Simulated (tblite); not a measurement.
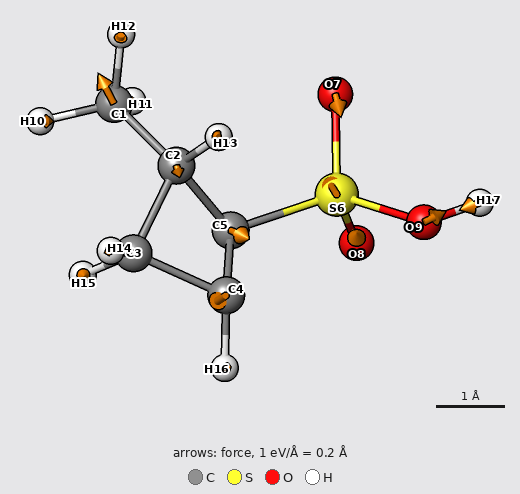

Starting geometry of C₅H₈O₃S (charge −1, multiplicity 2) with the computed forces as orange arrows. The picture is a ball-and-stick view, seen at a tilt.

Level of theory: tblite, GFN2-xTB geometry optimisation, gas phase. 

### Is this structure relaxed? If not, where do the atoms go?

It isn't relaxed: the largest force vector, on S6, is 4.10 eV/Å. The final displacements have little in common with the starting forces (cosine between the two patterns 0.28). H12 moves most after the best rigid fit: 0.94 Å. Largest moves by element: H 0.94 Å, C 0.69 Å, O 0.55 Å, S 0.08 Å. Near-neighbour distances that change, for instance: S6–O9 1.685 → 1.817 Å, C4–C5 1.499 → 1.388 Å, S6–O8 1.518 → 1.463 Å, O9–H17 1.007 → 0.955 Å. Among the angles between lasting bonds that change: C5–C4–H16 116.7° → 134.4°, C3–C4–H16 114.6° → 131.3°, C4–C5–S6 118.4° → 128.6°. Groups turn about S6–O9 by about 60°, C1–C2 by about 55°, C5–S6 by about 35°. After 130 geometry steps the energy has fallen by 1.409 eV.
